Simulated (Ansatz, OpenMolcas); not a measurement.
A correction line for HF/3-21G: atomisation energy

The atomisation energy (no zero-point term) in kJ/mol of 8 Si-containing radicals: x at HF/3-21G, y at CCSD(T)/CBS estimate. Shapes, held fixed at every level: PBE0-D4/def2-TZVP. Flexible molecules stand in one conformer, not always the lowest. Programs: Ansatz 0.2.0, OpenMolcas 26.06.

| molecule | x (kJ/mol) | y (kJ/mol) |
| --- | --- | --- |
| SiH (SMILES [SiH]) | 175 | 309 |
| SiH3(NH) | 978 | 1676 |
| SiH(OH)(SiH3) | 1462 | 2423 |
| SiH2(CH3) | 1602 | 2224 |
| SiH(CH3)F | 1700 | 2465 |
| SiH2(CH2)(OH) | 1822 | ? |
| Si(CH3)F2 | 1827 | 2728 |
| C2H4ClSi (SMILES C=C[SiH]Cl) | 1969 | 2901 |

**Question.** Fit y = c + s·x to the known rows and predict y for SiH2(CH2)(OH).

**Answer.** 
1. Means of the 7 rows: x = 1387.57, y = 2103.7.
2. Σ(Δx)² = 2318366, Σ(Δx·Δy) = 3251725, so the slope is 3251725/2318366 = 1.4026.
3. Intercept: 2103.7 − (1.4026) × 1387.57 = 157.5. The largest residual of the fit is 215.
4. SiH2(CH2)(OH): 157.5 + 1.4026 × 1822 = 2713 kJ/mol.

CCSD(T)/CBS estimate gives 2767 kJ/mol, so the prediction is off by -54 kJ/mol, within the largest residual. Uncorrected, HF/3-21G misses it by -945 kJ/mol, and the other rows by 716 on average. The line removes about 90 % of this miss. Left out in turn, the other rows are missed by 172 kJ/mol on average. Spin contamination: SiH (⟨S²⟩ up to 0.79), C2H4ClSi (⟨S²⟩ up to 0.90). Open shells run unrestricted. The CBS estimate extrapolates MP2 from def2-TZVPP and def2-QZVPP and adds CCSD(T) − MP2 in the triple-zeta set, cores frozen.

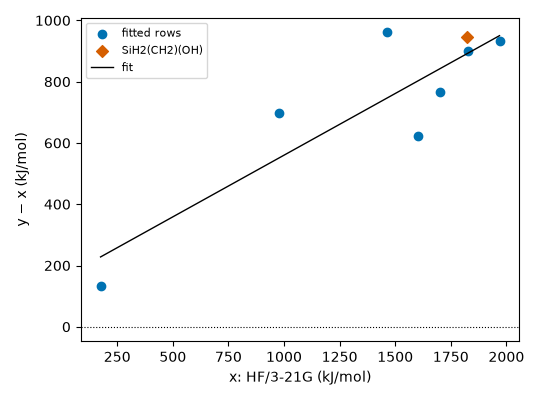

The correction y − x against x, with the fitted line and the withheld molecule.
